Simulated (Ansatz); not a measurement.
# La2S2ClF: complex band structure, part 2 of 3

Wanted: the relaxed cell of La2S2ClF, its band edges and its decay constants. It is built by putting Cl for part of the F in the LaSF structure of space group P4/nmm, with the volume rescaled by atomic radii. The parent structure comes from the Materials Project.

Ansatz 0.2.0; PBE DFT, plane waves, PAW files (the session's first sound run).

So far. Step 2 (Relaxing the new crystal): The largest force component on a free atom ends at 0.0030 eV/Å.

The structure was built from a prototype and need not be the compound's stable phase.

### Step 3. Band edges

The energy window and the wavevectors of the next steps follow from the band edges, so these are searched first, off the mesh as well.

The input, input.yaml:

```yaml
crystal:
  lattice:
    - [4.1669573763, 0.0, 0.0]
    - [0.0, 4.1669573763, 0.0]
    - [0.0, 0.0, 7.5355309089]
  atoms:
    - { symbol: La, position: [0.0, 0.5, 0.7430917734] }
    - { symbol: La, position: [0.5, 0.0, 0.2569082266] }
    - { symbol: S, position: [0.5, 0.0, 0.6426041501] }
    - { symbol: S, position: [0.0, 0.5, 0.3573958499] }
    - { symbol: Cl, position: [0.5, 0.5, 0.0] }
    - { symbol: F, position: [0.0, 0.0, 0.0] }
kpoints:
  mp_grid: { grid: [6, 6, 4] }
  band_path: { path: [VBM, CBM], npoints: 30 }
scf:
  occupations: { method: fixed }
hamiltonian:
  xc: pbe
output:
  eigenvalues: true
  write_potential: true
  write_density: true
  volumetric_format: npy
```

Command:

```console
ansatz run input.yaml --threads 2 --pin off --max-ram 4096MiB --backend cpu --events-out ev --progress --plain --runs-dir out
```

Numbers of over 12 decimals in the logs are rounded to 6 here.

Output:

```text
[...]
Crystal: 6 atoms, lattice volume = 130.843 Å³
Basis set: ecut = 420 eV, 2521 PW (Γ)
Bands: 30, of which v1, the nominal top of the filled ones, is band 24 counted from 1 (23 counted from 0)
Symmetry: 8 space group operations
[...]
k-points: 30 of 144 (time reversal used)
[...]
SCF iter   1: F=—  HF=-16204.989171 eV  |F-HF|=—  |Δ(HF+E_count)|=         —  Δρ=3.42e-3  dr2=7.19e-3  ethr=1.77e-3  ⟨swp⟩=5.0  Hψ=3654  notcnv=0  defer=65
[...]
SCF iter   7: F=-16204.994993 eV  HF=-16204.994993 eV  |F-HF|=4.49e-9  |Δ(HF+E_count)|=   8.50e-8  Δρ=2.45e-6  dr2=1.05e-8  ethr=2.08e-10  ⟨swp⟩=11.5  Hψ=3838  notcnv=0
SCF 1 converged in 7 iterations: F = -16204.994993 eV  dr2 = 1.05e-8
[...]
NSCF: frozen V_eff on 40 k-points
[...]
SCF converged after 7 iterations
Free energy (F): -16204.994993 eV
[...]
Internal energy: -16204.994993 eV  (E = F + TS)
E sigma→0 (E₀):  -16204.994993 eV
Fermi energy:    8.360688 eV
[...]
--- Band table (eV; the first three rows and the last of 30) ---
  k-point 0: bands = [... 20 lower, 6.9601, 8.0863, 8.0863, 8.3607, 9.5475, 10.9852, 11.2944, 11.2944, ... 2 higher]
  k-point 1: bands = [... 20 lower, 7.0736, 8.0322, 8.0322, 8.0345, 9.7293, 10.7431, 11.3044, 11.3044, ... 2 higher]
  k-point 2: bands = [... 20 lower, 7.1936, 7.6548, 7.9636, 7.9636, 10.1877, 10.2267, 11.3156, 11.3162, ... 2 higher]
  k-point 29: bands = [... 20 lower, 7.5331, 7.5331, 7.6712, 7.7335, 11.1836, 11.2275, 11.2984, 11.3307, ... 2 higher]
```

Wall time 18 s (2 threads of Arm Neoverse V2, shared host); peak memory 0.39 GiB; 35 s of CPU time.

Numbers from this step:

- free energy: -16204.9950 eV
- Fermi energy: 8.361 eV
- gap on the k-mesh: 1.187 eV
- gap on path: 1.187 eV, by band count; negative where bands overlap
- direct gap on path: 1.187 eV
- edge places on path: 0, 0 1/A along the path

Levels at VBM (eV): -4.35, -4.24, -4.24, -3.60, -2.30, -2.30, -2.18, -1.40, -1.40, -0.27, -0.27, 0.00, 1.19, 2.62, 2.93, 2.93, 2.95, 2.96.

The searched edges give 1.19 eV, as on the mesh.

### Step 4. Complex bands, plane (001), k-mesh 6×6×4

This step: PBE DFT, plane waves, PAW files; complex bands by layer matching along the plane's normal (Ansatz 0.2.0).

The same crystal is laid in a cell whose first two vectors span the (001) plane (indices of the standard conventional cell, whose axes can be ordered otherwise than in the bulk input). At fixed energy and wavevector in the plane the solver finds all kz, real and complex. A few wavevectors are listed, (0, 0) and (0.5, 0) in units of the plane's reciprocal vectors; the slowest state needn't be among them.

The input, input.yaml:

```yaml
crystal:
  lattice:
    - [4.166957376, 0.0, 0.0]
    - [0.0, 4.166957376, 0.0]
    - [0.0, 0.0, 7.535530909]
  atoms:
    - { symbol: La, position: [0.0, 0.5, 0.7430917734] }
    - { symbol: La, position: [0.5, 0.0, 0.2569082266] }
    - { symbol: S, position: [0.5, 0.0, 0.6426041501] }
    - { symbol: S, position: [0.0, 0.5, 0.3573958499] }
    - { symbol: Cl, position: [0.5, 0.5, 0.0] }
    - { symbol: F, position: [0.0, 0.0, 0.0] }
kpoints:
  mp_grid: { grid: [6, 6, 4] }
scf:
  occupations: { method: fixed }
hamiltonian:
  xc: pbe
output:
  eigenvalues: true
  transmission:
    leads: [[0, 0]]
    kpoints: [[0.0, 0.0], [0.5, 0.0]]
    e_range: [-1.0, 2.19]
    de: 0.05
```

Output:

```text
[...]
Crystal: 6 atoms, lattice volume = 130.843 Å³
Basis set: ecut = 420 eV, 2521 PW (Γ)
Bands: 30, of which v1, the nominal top of the filled ones, is band 24 counted from 1 (23 counted from 0)
Symmetry: 8 space group operations
[...]
k-points: 30 of 144 (time reversal used)
[...]
SCF iter   1: F=—  HF=-16204.989171 eV  |F-HF|=—  |Δ(HF+E_count)|=         —  Δρ=3.42e-3  dr2=7.19e-3  ethr=1.77e-3  ⟨swp⟩=5.0  Hψ=3654  notcnv=0  defer=65
[...]
SCF iter   7: F=-16204.994993 eV  HF=-16204.994993 eV  |F-HF|=4.49e-9  |Δ(HF+E_count)|=   8.49e-8  Δρ=2.45e-6  dr2=1.04e-8  ethr=2.08e-10  ⟨swp⟩=11.5  Hψ=3838  notcnv=0
SCF 1 converged in 7 iterations: F = -16204.994993 eV  dr2 = 1.04e-8
[...]
transmission: 10 of 20 steps passed
transmission: 20 of 20 steps passed
SCF converged after 7 iterations
Free energy (F): -16204.994993 eV
[...]
Internal energy: -16204.994993 eV  (E = F + TS)
E sigma→0 (E₀):  -16204.994993 eV
Fermi energy:    8.360688 eV
[...]
--- Band table (eV; the first three rows and the last of 30) ---
  k-point 0: bands = [... 20 lower, 6.9601, 8.0863, 8.0863, 8.3607, 9.5475, 10.9852, 11.2944, 11.2944, ... 2 higher]
  k-point 1: bands = [... 20 lower, 7.0736, 8.0322, 8.0322, 8.0345, 9.7293, 10.7431, 11.3044, 11.3044, ... 2 higher]
  k-point 2: bands = [... 20 lower, 7.1936, 7.6548, 7.9636, 7.9636, 10.1877, 10.2267, 11.3156, 11.3162, ... 2 higher]
  k-point 29: bands = [... 20 lower, 7.5331, 7.5331, 7.6712, 7.7335, 11.1836, 11.2275, 11.2984, 11.3307, ... 2 higher]
--- Transmission ---
  basis      : 145 plane waves across, 10 finite elements along
  points     : 2, as listed
  energies   : 64 from -1.000000 to 2.150000 eV about the Fermi level, 0.050000 eV apart; the leads are filled to 0.593399 eV, and channels, transmission and decay are at 0.600000 eV
  crystal 0  : S2La2Cl1F1, at the sites [0, 0], period 7.5355 Å: whole cells are its period
    offset         : up to 0.0000 Å between an atom of the period and one for which it stands
    channels       : 0.000000e0 a spin
    conductance    : none, the energies end too early or step too widely for 300 K: set another output.transmission.e_range or a lower de, or, where they end at an eighth of basis.ecutwfc, a higher one
    slowest decay  : 0.2293 /Å at (0.0000, 0.0000)
```

It took 18 s on 2 threads; peak memory 0.58 GiB.

Numbers from this step:

```
level to which the leads are filled                       : 0.5934 eV from the Fermi level
decay constant at the filling level, zone centre          : 0.2293 Å⁻¹
decay constant at the filling level, slowest listed point : 0.2293 Å⁻¹
```

K parallel (0, 0); values up to 1.5 1/Å, a degenerate pair printed once or twice; energies at which all values exceed this have no row. Table of Im kz of the slowest decaying states by energy, zero at the highest filled level on the SCF mesh:

| energy (eV) | decay 1 (Å⁻¹) | decay 2 (Å⁻¹) | decay 3 (Å⁻¹) | decay 4 (Å⁻¹) |
| --- | --- | --- | --- | --- |
| -1.0000 | 0.135 | 0.185 | 0.534 | 0.565 |
| -0.7500 | 0.0584 | 0.231 | 0.538 | 0.692 |
| -0.5000 | 0.178 | 0.524 | 0.667 | 1.10 |
| -0.2500 | 0.131 | 0.507 | 0.630 | 1.07 |
| 0.0000 | 0.00349 | 0.430 | 0.486 | 0.555 |
| 0.2500 | 0.158 | 0.462 | 0.534 | 1.02 |
| 0.5000 | 0.213 | 0.393 | 0.469 | 0.559 |
| 0.7500 | 0.249 | 0.313 | 0.473 | 0.575 |
| 1.0000 | 0.206 | 0.276 | 0.470 | 0.585 |
| 1.2500 | 0.295 | 0.464 | 0.590 | 0.922 |
| 1.5000 | 0.310 | 0.455 | 0.591 | 0.896 |
| 1.7500 | 0.320 | 0.444 | 0.588 | 0.869 |
| 2.0000 | 0.328 | 0.430 | 0.581 | 0.843 |

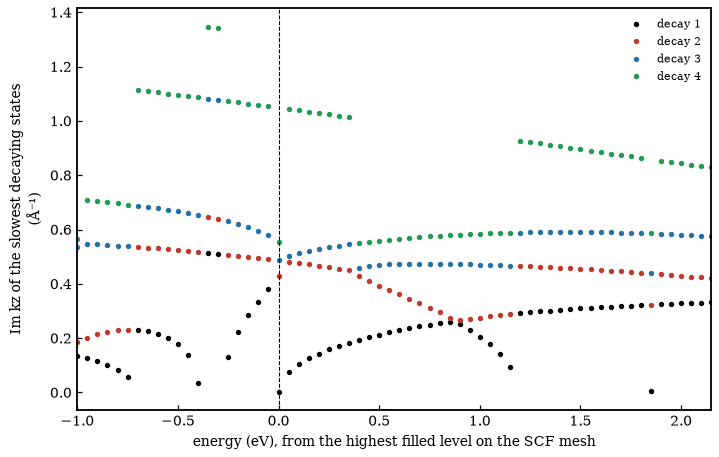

Im kz of the slowest decaying states, plotted against energy.

K parallel (0, 0). Re kz of states that move upwards against energy, zero at the highest filled level on the SCF mesh:

| energy (eV) | channel 1 (Å⁻¹) | channel 2 (Å⁻¹) | channel 3 (Å⁻¹) |
| --- | --- | --- | --- |
| -0.7500 | - | - | - |
| -0.5000 | -0.276 | - | - |
| -0.2500 | -0.178 | - | - |
| 0.0000 | - | - | - |
| 0.2500 | - | - | - |
| 0.5000 | - | - | - |
| 0.7500 | - | - | - |
| 1.0000 | - | - | - |
| 1.2500 | 0.122 | - | - |
| 1.5000 | 0.277 | - | - |
| 1.7500 | 0.381 | - | - |
| 2.0000 | -0.361 | - | - |

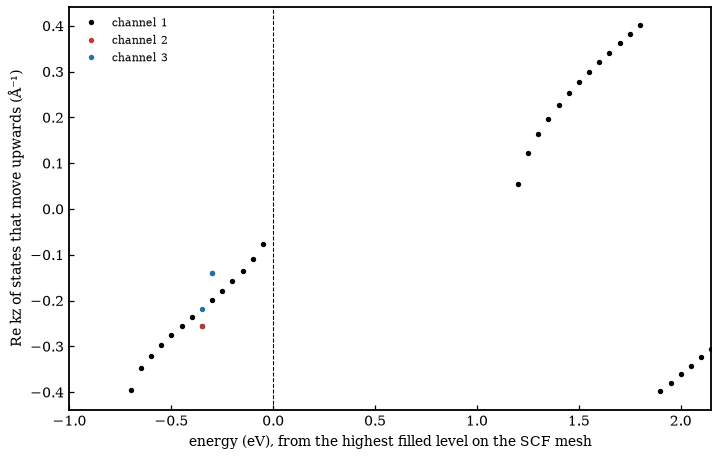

Re kz of states that move upwards against energy.

K parallel (0.5, 0); values up to 1.5 1/Å, a degenerate pair printed once or twice; energies at which all values exceed this have no row. Im kz of the slowest decaying states against energy, zero at the highest filled level on the SCF mesh:

| energy (eV) | decay 1 (Å⁻¹) | decay 2 (Å⁻¹) | decay 3 (Å⁻¹) | decay 4 (Å⁻¹) |
| --- | --- | --- | --- | --- |
| -1.0000 | 0.370 | 0.514 | 0.574 | 0.892 |
| -0.7500 | 0.150 | 0.408 | 0.553 | 0.594 |
| -0.5000 | 0.180 | 0.362 | 0.433 | 0.581 |
| -0.2500 | 0.253 | 0.450 | 0.496 | 0.601 |
| 0.0000 | 0.298 | 0.462 | 0.501 | 0.616 |
| 0.2500 | 0.332 | 0.469 | 0.503 | 0.626 |
| 0.5000 | 0.357 | 0.472 | 0.502 | 0.631 |
| 0.7500 | 0.377 | 0.472 | 0.500 | 0.629 |
| 1.0000 | 0.393 | 0.469 | 0.497 | 0.625 |
| 1.2500 | 0.406 | 0.464 | 0.491 | 0.617 |
| 1.5000 | 0.416 | 0.456 | 0.484 | 0.607 |
| 1.7500 | 0.423 | 0.445 | 0.476 | 0.592 |
| 2.0000 | 0.427 | 0.431 | 0.466 | 0.572 |

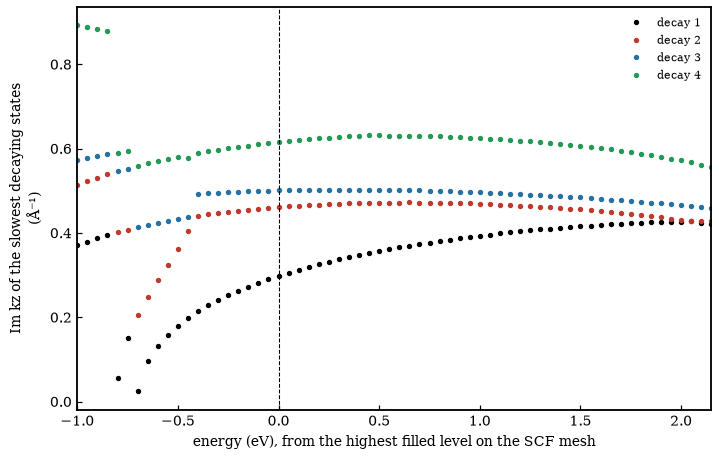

Im kz of the slowest decaying states, plotted against energy.

At the listed wavevectors the last open channel is at -0.05 eV and the next at +1.20 eV on the grid. At +0.60 eV, the grid energy nearest the filling level (the middle of the gap on the SCF mesh), the slowest state at the listed wavevectors decays with κ = 0.229 Å⁻¹, its amplitude falling by e over 4.4 Å. Through 1 nm of this crystal that state's transmission falls by exp(−2 × 0.229 Å⁻¹ × 10 Å) = 0.010.

### Step 5. Decay over the two-dimensional zone

The listed points could miss the slowest state, so one energy near mid-gap is solved on a mesh of 8×8.

input.yaml: that of step 4 with these lines changed.

```diff
@@ -20,6 +20,2 @@
   eigenvalues: true
-  transmission:
-    leads: [[0, 0]]
-    kpoints: [[0.0, 0.0], [0.5, 0.0]]
-    e_range: [-1.0, 2.19]
-    de: 0.05
+  transmission: { leads: [[0, 0]], kmesh: [8, 8], e_range: [0.59, 0.6], de: 0.05 }
```

Output:

```text
[...]
Crystal: 6 atoms, lattice volume = 130.843 Å³
Basis set: ecut = 420 eV, 2521 PW (Γ)
Bands: 30, of which v1, the nominal top of the filled ones, is band 24 counted from 1 (23 counted from 0)
Symmetry: 8 space group operations
[...]
k-points: 30 of 144 (time reversal used)
[...]
SCF iter   1: F=—  HF=-16204.989171 eV  |F-HF|=—  |Δ(HF+E_count)|=         —  Δρ=3.42e-3  dr2=7.19e-3  ethr=1.77e-3  ⟨swp⟩=5.0  Hψ=3654  notcnv=0  defer=65
[...]
SCF iter   7: F=-16204.994993 eV  HF=-16204.994993 eV  |F-HF|=4.49e-9  |Δ(HF+E_count)|=   8.49e-8  Δρ=2.45e-6  dr2=1.04e-8  ethr=2.08e-10  ⟨swp⟩=11.5  Hψ=3838  notcnv=0
SCF 1 converged in 7 iterations: F = -16204.994993 eV  dr2 = 1.04e-8
[...]
transmission: 40 of 250 steps passed
transmission: 80 of 250 steps passed
[...]
transmission: 250 of 250 steps passed
SCF converged after 7 iterations
Free energy (F): -16204.994993 eV
[...]
Internal energy: -16204.994993 eV  (E = F + TS)
E sigma→0 (E₀):  -16204.994993 eV
Fermi energy:    8.360688 eV
[...]
--- Band table (eV; the first three rows and the last of 30) ---
  k-point 0: bands = [... 20 lower, 6.9601, 8.0863, 8.0863, 8.3607, 9.5475, 10.9852, 11.2944, 11.2944, ... 2 higher]
  k-point 1: bands = [... 20 lower, 7.0736, 8.0322, 8.0322, 8.0345, 9.7293, 10.7431, 11.3044, 11.3044, ... 2 higher]
  k-point 2: bands = [... 20 lower, 7.1936, 7.6548, 7.9636, 7.9636, 10.1877, 10.2267, 11.3156, 11.3162, ... 2 higher]
  k-point 29: bands = [... 20 lower, 7.5331, 7.5331, 7.6712, 7.7335, 11.1836, 11.2275, 11.2984, 11.3307, ... 2 higher]
--- Transmission ---
  basis      : 145 plane waves across, 10 finite elements along
  points     : 25, standing for a mesh of 8 x 8
  energies   : 1 from 0.590000 to 0.590000 eV about the Fermi level; the leads are filled to 0.593399 eV, and channels, transmission and decay are at 0.590000 eV
[...]
channels       : 0.000000e0 a spin
    conductance    : none, crystal 0 has no channel at the energies, or these end too early or step too widely for 300 K: set another output.transmission.e_range or a lower de, or, where they end at an eighth of basis.ecutwfc, a higher one
    slowest decay  : 0.2278 /Å at (0.0000, 0.0000)
```

It took 22 s on 2 threads; peak memory 0.61 GiB.

Numbers from this step:

```yaml
least_decay_constant_on_the_mesh: 0.2278 Å⁻¹
```

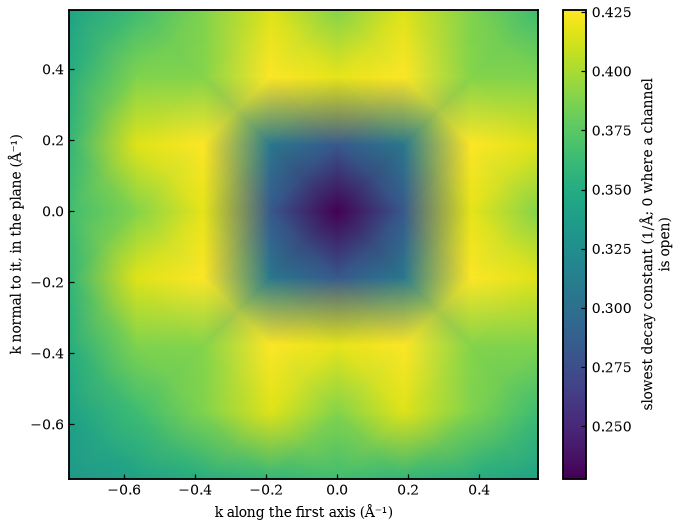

Slowest decay constant (1/Å; 0 where a channel is open) over k1 and k2. At 0.5900 eV from the Fermi level.

The least value on the mesh is 0.228 Å⁻¹ at +0.59 eV. At that energy the listed points give about 0.228 Å⁻¹ by interpolation, so the mesh holds no clearly slower state.

[end of part 2 of 3]

[Logs are printed without paths, hosts, clocks, repeated set-up lines and the standing remarks that a program may print on its own settings, such as how far it seeks lower states.]

[Hosts, paths, dates, database ids (printed as entryN), source tags and the programs' standing remarks are cut or masked in the printed files.]
